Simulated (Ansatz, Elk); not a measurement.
# Bonding as seen by X-rays: Li2PdN2

Structure refinements treat a crystal as free atoms side by side. For a made-up structure of Li2PdN2 (cell and positions from a PBEsol relaxation) the runs below show what the calculated density changes in F(hkl).

Main program and level: Elk 11.2.3 (patched build); DFT, PBE, all-electron APW+lo, Dirac cores, scalar-relativistic bands, static density, no spin.

The structure was built from a prototype and need not be the compound's stable phase.

**1. Set-up**

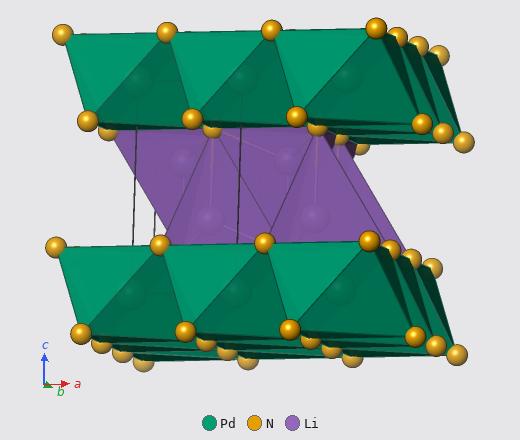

Start, viewed slightly off an axis; palladium teal, nitrogen orange, lithium purple. 2×2×1 cells are drawn. Some periodic images of atoms are drawn too.

**2. Ground state and structure factors**

An all-electron density is needed, since X-rays see the cores too. Task 0 finds the density and task 195 Fourier-transforms it; tshift is off so that phases refer to the origin typed.

elk.in reads:

```
tasks
  0
  195

xctype
  20

spinpol
  .false.

rgkmax
  7.0

gmaxvr
  14.0

lmaxo
  7

lmaxapw
  8

swidth
  0.002

tshift
  .false.

ramdisk
  .false.

hmaxvr
  5.5

maxscl
  120

epspot
  1e-06

sppath
  './'

avec
  6.02678989488 0.00000000000 0.00000000000
  -3.01339494744 5.21935315223 -0.00000000000
  0.00000000000 -0.00000000000 9.56905872284

atoms
  3
  'Pd.in'
  1
  0.0000000000 0.0000000000 -0.0000000000   0.000000 0.000000 0.000000
  'N.in'
  2
  0.3333333333 0.6666666667 0.2117432288   0.000000 0.000000 0.000000
  0.6666666667 0.3333333333 0.7882567712   0.000000 0.000000 0.000000
  'Li.in'
  2
  0.3333333333 0.6666666667 0.6444871258   0.000000 0.000000 0.000000
  0.6666666667 0.3333333333 0.3555128742   0.000000 0.000000 0.000000

ngridk
  8 8 5
```

Run with:

```bash
$ OMP_NUM_THREADS=4 elk
```

Numbers of over 12 decimals in the logs are rounded to 6 here.

Log:

```text
┌─────────────────────────┐
│ Elk code version 11.2.3 │
└─────────────────────────┘

All units are atomic (Hartree, Bohr, etc.)

┌─────────────────────────────────────────────────┐
│ Ground-state run starting from atomic densities │
└─────────────────────────────────────────────────┘

Lattice vectors :
   6.026789895       0.000000000       0.000000000
  -3.013394947       5.219353152      -0.000000000
   0.000000000      -0.000000000       9.569058723

Reciprocal lattice vectors :
   1.042542617      0.6019122604       0.000000000
  -0.000000000       1.203824521       0.000000000
  -0.000000000       0.000000000      0.6566147715

Unit cell volume      :    301.0037833
Brillouin zone volume :   0.8240767299

Muffin-tin inner radius fraction :   0.1000000000E-01

Nuclei treated as point charges

Species : 1 (Pd)
 parameters loaded from : Pd.in
 name : palladium
 nuclear charge    :   -46.00000000
 electronic charge :    46.00000000
 atomic mass :    193991.7927
 muffin-tin radius :    2.349758489
 number of radial points in muffin-tin :    993
 inner part over the whole radius :   0.9916898441E-02
 number on inner part of muffin-tin    :    705
 approximate nuclear radius :   0.8586907259E-04
 number of mesh points to nuclear radius :    355
 atomic positions (lattice), magnetic fields (Cartesian) :
  1 :   0.00000000  0.00000000  0.00000000    0.00000000  0.00000000  0.00000000

Species : 2 (N)
 parameters loaded from : N.in
 name : nitrogen
 nuclear charge    :   -7.000000000
 electronic charge :    7.000000000
 atomic mass :    25532.65216
 muffin-tin radius :    1.626755877
 number of radial points in muffin-tin :    593
 inner part over the whole radius :   0.9990617572E-02
 number on inner part of muffin-tin    :    406
 approximate nuclear radius :   0.4939692610E-04
 number of mesh points to nuclear radius :    171
 atomic positions (lattice), magnetic fields (Cartesian) :
  1 :   0.33333333 -0.33333333  0.21174323    0.00000000  0.00000000  0.00000000
  2 :  -0.33333333  0.33333333 -0.21174323    0.00000000  0.00000000  0.00000000

Species : 3 (Li)
 parameters loaded from : Li.in
 name : lithium
 nuclear charge    :   -3.000000000
 electronic charge :    3.000000000
 atomic mass :    12652.66898
 muffin-tin radius :    1.800000000
 number of radial points in muffin-tin :    593
 inner part over the whole radius :   0.9806707936E-02
 number on inner part of muffin-tin    :    401
 approximate nuclear radius :   0.4000070961E-04
 number of mesh points to nuclear radius :    148
 atomic positions (lattice), magnetic fields (Cartesian) :
  1 :   0.33333333 -0.33333333 -0.35551287    0.00000000  0.00000000  0.00000000
  2 :  -0.33333333  0.33333333  0.35551287    0.00000000  0.00000000  0.00000000

Total number of atoms per unit cell :    5
Total muffin-tin volume :    139.2678713
 ratio of muffin-tin to unit cell volume :   0.4626781422

Spin treatment :
 spin-unpolarised

Number of Bravais lattice symmetries :   24
Number of crystal symmetries         :   12
Crystal has inversion symmetry
Real symmetric eigensolver will be used

k-point grid :      8     8     5
k-point offset :    0.000000000       0.000000000       0.000000000
k-point set is reduced with full crystal symmetry group
Total number of k-points :       40

Muffin-tin radius times maximum |G+k| :    7.000000000
 using average radius
Maximum |G+k| for APW functions       :    3.802996008
Maximum (1/2)|G+k|²                   :    7.231389319
Maximum |G| for potential and density :    14.00000000
Constant for pseudocharge density :    8
 order of it for each species :   15  15  15
 order of it for pair densities of each species (exact exchange by exxq0 0: 16) :   15   6   9
Radial integration step length :    1

G-vector grid sizes :     27    27    45
Number of G-vectors :    14029

Maximum angular momentum used for
 APW functions            :    8
 outer part of muffin-tin :    7
 inner part of muffin-tin :    2

Total nuclear charge    :   -66.00000000
[...]
at k-point 38

Charges :
 core                        :    32.00000000
 valence                     :    34.00000000
 interstitial                :    5.473318361
 muffin-tins (core leakage)
  species : 1 (Pd)
   atom 1                    :    42.19549433     ( -0.6280003255E-06)
  species : 2 (N)
   atom 1                    :    6.843414710     (  0.8815617518E-06)
   atom 2                    :    6.843414710     (  0.8815617518E-06)
  species : 3 (Li)
   atom 1                    :    2.322178947     (   0.000000000    )
   atom 2                    :    2.322178947     (   0.000000000    )
 total in muffin-tins        :    60.52668164
 total calculated charge     :    66.00129800
 total charge                :    66.00000000
 error                       :   0.1298004166E-02

RMS change in Kohn-Sham potential (target) :    8.584289309     (  0.1000000000E-05)
Absolute change in total energy (target)   :    5.321325477     (  0.1000000000E-03)

[... loops 3 to 21 left out ...]

┌──────────────────┐
│ Loop number : 22 │
└──────────────────┘

Energies :
 Fermi                       :     0.262140
 sum of occupied eigenvalues :     -3080.4581481354
 electron kinetic            :      5394.7369281755
 core electron kinetic       :      5186.2403559144
 Coulomb                     :     -10404.608416868
 Coulomb potential           :     -8264.5743021795
 nuclear-nuclear             :     -498.07638277124
 electron-nuclear            :     -11560.387390326
 Hartree                     :      1653.8553562298
 Madelung                    :     -6272.3212657778
 xc potential                :     -210.62077413140
 exchange                    :     -158.60807934978
 correlation                 :     -3.117727
 electron entropic           :    -0.28624953142724E-06
 total energy                :     -5171.5972956717

Density of states at Fermi energy :   0.6384326994E-02
 (states/Hartree/unit cell)

Estimated indirect band gap :   0.3866086262E-01
 from k-point 33 to k-point 38
Estimated direct band gap   :   0.4563209943E-01
 at k-point 32

Charges :
 core                        :    32.00000000
 valence                     :    34.00000000
 interstitial                :    5.014098836
 muffin-tins (core leakage)
  species : 1 (Pd)
[...]
species : 2 (N)
[...]
species : 3 (Li)
   atom 1                    :    2.282171776     (   0.000000000    )
   atom 2                    :    2.282171776     (   0.000000000    )
 total in muffin-tins        :    60.98590116
 total calculated charge     :    66.00130834
 total charge                :    66.00000000
 error                       :   0.1308341890E-02

RMS change in Kohn-Sham potential (target) :   0.4142744850E-06 (  0.1000000000E-05)
Absolute change in total energy (target)   :   0.1163955858E-05 (  0.1000000000E-03)

Convergence targets achieved

┌──────────────────┐
│ Loop number : 23 │
└──────────────────┘

Energies :
 Fermi                       :     0.262140
 sum of occupied eigenvalues :     -3080.4581506670
 electron kinetic            :      5394.7369290387
 core electron kinetic       :      5186.2403551781
 Coulomb                     :     -10404.608420605
 Coulomb potential           :     -8264.5743003277
 nuclear-nuclear             :     -498.07638277124
 electron-nuclear            :     -11560.387399677
 Hartree                     :      1653.8553618437
 Madelung                    :     -6272.3212704409
 xc potential                :     -210.62077937793
 exchange                    :     -158.60807949842
 correlation                 :     -3.117727
 electron entropic           :    -0.28624943701047E-06
 total energy                :     -5171.5972986992

Density of states at Fermi energy :   0.6384324621E-02
 (states/Hartree/unit cell)

Estimated indirect band gap :   0.3866086407E-01
 from k-point 33 to k-point 38
Estimated direct band gap   :   0.4563210422E-01
 at k-point 32

Charges :
 core                        :    32.00000000
 valence                     :    34.00000000
 interstitial                :    5.014098805
 muffin-tins (core leakage)
  species : 1 (Pd)
   atom 1                    :    44.50685518     ( -0.6320551620E-06)
  species : 2 (N)
   atom 1                    :    5.957351231     (  0.9125386449E-06)
   atom 2                    :    5.957351231     (  0.9125386449E-06)
  species : 3 (Li)
   atom 1                    :    2.282171778     (   0.000000000    )
   atom 2                    :    2.282171778     (   0.000000000    )
 total in muffin-tins        :    60.98590119
 total calculated charge     :    66.00130834
 total charge                :    66.00000000
 error                       :   0.1308341855E-02

┌──────────────────────────────┐
│ Self-consistent loop stopped │
└──────────────────────────────┘

Wrote STATE.OUT
```

Wall time 22 s (4 threads of Arm Neoverse V2, shared host); peak memory 0.19 GiB; 75 s of CPU time.

SFACRHO.OUT:

```text

h k l indices transformed by vhmat matrix:
   1.000000000       0.000000000       0.000000000    
   0.000000000       1.000000000       0.000000000    
   0.000000000       0.000000000       1.000000000    

      h      k      l  multipl.   |H|            Re(F)            Im(F)           |F|

      0      0      0      1   0.0000000       66.000001      0.18198156E-17   66.000001    
      0      0      1      2  0.65661477       42.963677      0.15664750E-14   42.963677    
      0     -1      0      6   1.2038245       31.009371     -0.15664750E-14   31.009371    
      0      0      2      2   1.3132295       27.436445     -0.13053958E-14   27.436445    
      1      0     -1      6   1.3712536       42.087578     -0.26107916E-14   42.087578    
      0      1     -1      6   1.3712536       31.018095      0.19907286E-14   31.018095    
     -1      1      2      6   1.7815065       31.221300      0.65269791E-15   31.221300    
      1     -1      2      6   1.7815065       42.148069      0.18275542E-14   42.148069    
      0      0     -3      2   1.9698443       30.108904      0.28066010E-14   30.108904    
      1      1      0      6   2.0850852       39.920126     -0.38558698E-14   39.920126    
      2     -1     -1     12   2.1860291       29.655307     -0.26107916E-15   29.655307    
      0     -1     -3      6   2.3085667       25.142566     -0.26107916E-15   25.142566    
      0      1     -3      6   2.3085667       34.350725     -0.26107916E-14   34.350725    
      2     -2      0      6   2.4076490       24.621174      -0.0000000       24.621174    
     -2      1      2     12   2.4641737       23.021638     -0.10443167E-14   23.021638    
      2      0      1      6   2.4955795       30.798297      0.52215833E-15   30.798297    
      0      2      1      6   2.4955795       25.776289      0.65269791E-16   25.776289    
      0      0     -4      2   2.6264591       27.825344     -0.19580937E-14   27.825344
```

Elk indexes on the primitive cell of elk.in and gives |H| = 4π sin θ/λ in inverse bohr. Below, one row stands for each form hkl of the conventional cell (m members, Friedel mates merged), F is for one primitive cell and the density is static (no thermal factor). Free-atom factors are Waasmaier and Kirfel's, and R is Σm||F|−|F'||/Σm|F|.

```
hkl   m  sin θ/λ (Å⁻¹)  abs F, DFT  neutral atoms   diff.
001   2          0.099      42.964         43.464  -0.500
100   6          0.181      31.009         31.785  -0.775
002   2          0.198      27.436         28.421  -0.985
011   6          0.206      42.088         42.036  +0.051
101   6          0.206      31.018         31.741  -0.723
102   6          0.268      31.221         31.286  -0.065
012   6          0.268      42.148         42.368  -0.220
003   2          0.296      30.109         30.204  -0.095
110   6          0.314      39.920         39.961  -0.041
111  12          0.329      29.655         29.713  -0.058
013   6          0.347      25.143         25.184  -0.041
103   6          0.347      34.351         34.370  -0.019
200   6          0.362      24.621         24.533  +0.088
112  12          0.371      23.022         22.933  +0.088
201   6          0.375      30.798         30.677  +0.121
021   6          0.375      25.776         25.701  +0.075
004   2          0.395      27.825         27.681  +0.144
022   6          0.412      25.039         24.902  +0.138
```

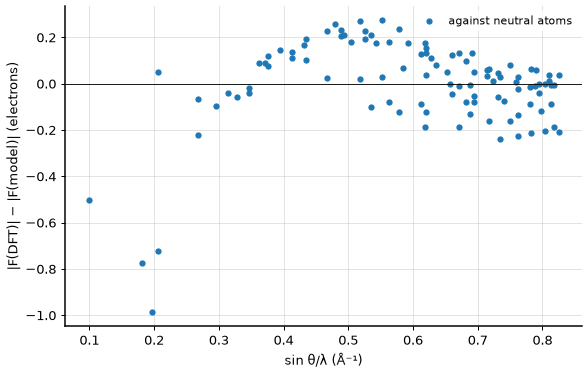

Difference between the calculated structure factors and the independent-atom ones.

**3. The highest occupied states alone**

An energy window below the Fermi level keeps the highest occupied states, to see at which angles they scatter; shallow core shells can lie inside it and anion s states outside. No new self-consistency is needed.

Changes to elk.in since step 2:

```diff
@@ -1,3 +1,2 @@
 tasks
-  0
   195
@@ -40,2 +39,5 @@
 
+wsfac
+  -0.105350 0.562140
+
 sppath
```

Run with:

```bash
$ OMP_NUM_THREADS=4 elk
```

Log:

```text
┌─────────────────────────────────┐
│ Elk code version 11.2.3 started │
└─────────────────────────────────┘

Info(readinput): the functional depends on the density's gradient
 muffin-tin radial points multiplied by    2.00000
 (not where nrmtscf is given)

┌────────────────────┐
│ Current task : 195 │
└────────────────────┘
Info(checkmt): changed muffin-tin radius of species 1 (Pd) from   2.6000 to   2.3498
Info(checkmt): changed muffin-tin radius of species 2 (N) from   1.8000 to   1.6268

Info(sfacrho): density structure factors written to SFACRHO.OUT

 Energy window :  -0.1053500000      0.5621400000

┌──────────────────┐
│ Elk code stopped │
└──────────────────┘
```

Elapsed: 3.8 s, on 4 threads; peak memory 0.19 GiB; 5.2 s of CPU time.

States within 10 eV below the Fermi level hold 18.00 electrons; any levels below the window count with the cores. Their amplitudes can exceed the total, where window and core parts have opposite phase:

```
hkl  sin θ/λ (Å⁻¹)  abs F, window  abs F, all
001          0.099          8.134      42.964
100          0.181          2.465      31.009
002          0.198          0.420      27.436
011          0.206          6.696      42.088
101          0.206          0.463      31.018
102          0.268          2.740      31.221
012          0.268          4.039      42.148
003          0.296          0.806      30.109
110          0.314          3.185      39.920
111          0.329          1.549      29.655
```

**4. Another functional**

The difference from free atoms is small, so it is set against the change that LDA (Perdew-Wang) makes.

Changes to elk.in since step 3:

```diff
@@ -1,2 +1,3 @@
 tasks
+  0
   195
@@ -4,3 +5,3 @@
 xctype
-  20
+  3
 
@@ -39,5 +40,2 @@
 
-wsfac
-  -0.105350 0.562140
-
 sppath
```

Run with:

```bash
$ OMP_NUM_THREADS=4 elk
```

Log:

```text
┌─────────────────────────┐
│ Elk code version 11.2.3 │
└─────────────────────────┘

All units are atomic (Hartree, Bohr, etc.)

┌─────────────────────────────────────────────────┐
│ Ground-state run starting from atomic densities │
└─────────────────────────────────────────────────┘

Lattice vectors :
   6.026789895       0.000000000       0.000000000
  -3.013394947       5.219353152      -0.000000000
   0.000000000      -0.000000000       9.569058723

Reciprocal lattice vectors :
   1.042542617      0.6019122604       0.000000000
[...]
species : 2 (N)
   atom 1                    :    5.929966044     ( -0.3041588439E-05)
   atom 2                    :    5.929966044     ( -0.3041588439E-05)
  species : 3 (Li)
   atom 1                    :    2.289955276     (   0.000000000    )
   atom 2                    :    2.289955276     (   0.000000000    )
 total in muffin-tins        :    60.95424518
 total calculated charge     :    66.00131854
 total charge                :    66.00000000
 error                       :   0.1318544804E-02

┌──────────────────────────────┐
│ Self-consistent loop stopped │
└──────────────────────────────┘

Wrote STATE.OUT
[key lines of the parts left out:]
total energy                :     -5165.9508921662
```

Run time: 12 s. Hardware: 4 threads; peak memory 0.19 GiB.

Against the first run R = 0.09 %; the largest change is -0.049 at 110.

**5. Basis size**

The basis and the expansions that go with it are enlarged, to see whether the differences are converged.

Changes to elk.in since step 4:

```diff
@@ -5,3 +5,3 @@
 xctype
-  3
+  20
 
@@ -11,12 +11,12 @@
 rgkmax
-  7.0
+  8.5
 
 gmaxvr
-  14.0
+  18.0
 
 lmaxo
-  7
+  9
 
 lmaxapw
-  8
+  10
```

Run with:

```bash
$ OMP_NUM_THREADS=4 elk
```

Log:

```text
┌─────────────────────────┐
│ Elk code version 11.2.3 │
└─────────────────────────┘

All units are atomic (Hartree, Bohr, etc.)

┌─────────────────────────────────────────────────┐
│ Ground-state run starting from atomic densities │
└─────────────────────────────────────────────────┘

Lattice vectors :
   6.026789895       0.000000000       0.000000000
  -3.013394947       5.219353152      -0.000000000
   0.000000000      -0.000000000       9.569058723

Reciprocal lattice vectors :
   1.042542617      0.6019122604       0.000000000
[...]
species : 2 (N)
   atom 1                    :    5.961127497     (  0.9132867356E-06)
   atom 2                    :    5.961127497     (  0.9132867356E-06)
  species : 3 (Li)
   atom 1                    :    2.282377015     (   0.000000000    )
   atom 2                    :    2.282377015     (   0.000000000    )
 total in muffin-tins        :    60.99484574
 total calculated charge     :    65.99975657
 total charge                :    66.00000000
 error                       :   0.2434329941E-03

┌──────────────────────────────┐
│ Self-consistent loop stopped │
└──────────────────────────────┘

Wrote STATE.OUT
[key lines of the parts left out:]
total energy                :     -5171.6012282832
```

Wall time 61 s (4 threads); peak memory 0.19 GiB; 3.4 min of CPU time.

Against the first run R = 0.01 %; the largest change is +0.009 at 007.

**6. Settings against the effect**

```
                              run  R against the first run (%)  R against neutral atoms, low angle (%)  wall time
                    PBE, rgkmax 7                         0.00                                    1.12       22 s
                LDA (Perdew-Wang)                         0.09                                    1.11       12 s
rgkmax 8.5 with larger expansions                         0.01                                    1.12       61 s
```

**7. Results**

| Item | Value |
| --- | --- |
| R against neutral atoms, sin θ/λ < 0.3 Å⁻¹ | 1.12 % |
| R against neutral atoms, 0.3 to 0.82 Å⁻¹ | 0.48 % |

What this shows: Independent neutral atoms miss the calculated amplitudes by R = 1.12 % below 0.3 Å⁻¹ and 0.48 % from there to 0.82 Å⁻¹; by shells, 1.16 % below 0.15 Å⁻¹ (1 form), 1.12 % 0.15 to 0.3 (7 forms), 0.35 % 0.3 to 0.45 (14 forms), 0.51 % above 0.45 (83 forms). Bonding, aspherical density and the tables' own atoms all enter these figures, and the runs don't part them. The largest change of an amplitude is -0.98 electrons, at 002. The window's part falls from 18.0 electrons at the origin to at most 0.47 between 0.45 and 0.82 Å⁻¹. Below 0.3 Å⁻¹ the changes that finished (LDA (Perdew-Wang) and rgkmax 8.5 with larger expansions) move F by R = 0.07 % at most, against the 1.12 % that separates it from free atoms. The k-mesh has no finished test. These runs have no spin, though d or f shells may be open. Part of the difference isn't bonding: the tables are fits to free atoms and ions calculated by other methods than this functional. Thermal motion, anomalous dispersion and extinction are left out.

[Logs are printed without paths, hosts, clocks, repeated set-up lines and the standing remarks that a program may print on its own settings, such as how far it seeks lower states.]

[Hosts, paths, dates, database ids (printed as entryN), source tags and the programs' standing remarks are cut or masked in the printed files.]
